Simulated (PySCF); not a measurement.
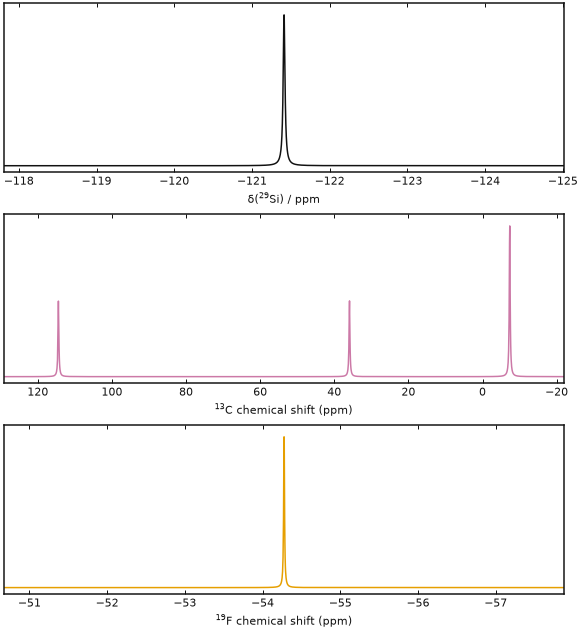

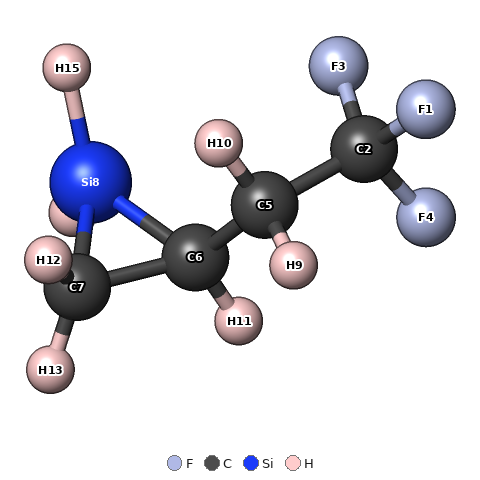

Spectrum and numbered structure of C₄H₇F₃Si, SMILES FC(F)(F)C[C@H]1C[SiH2]1. GIAO shifts, HF/pcSseg-1 with PySCF, at a PBE0-D3(BJ)/def2-SVP geometry (no frequency check), against TMS for ²⁹Si, TMS for ¹³C and CFCl₃ for ¹⁹F computed at the same level (¹⁹F: this reference is a hard case for the method, so all values can be off together by tens of ppm, and differences between signals are safer). Gas phase, fully decoupled, line heights follow the number of nuclei, widths are arbitrary (no quadrupolar broadening); values of one conformer, averaged over methyl-type rotors and exact or near symmetry; other conformers aren't averaged in.

Q: Where does the ²⁹Si line lie?

A: At −121.4 ppm (Si8).

Q: Assign the ¹³C signals to the numbered atoms.

A:
```
δ (ppm)  nuclei  atoms
  114.4       1     C2
   35.9       1     C5
   −7.3       1     C6
   −7.3       1     C7
```

The order of signals that lie close, as those under 2 ppm apart, is within the error of the method.

Q: Where does the ¹⁹F line lie?

A: At −54.3 ppm (F1, F3 and F4).
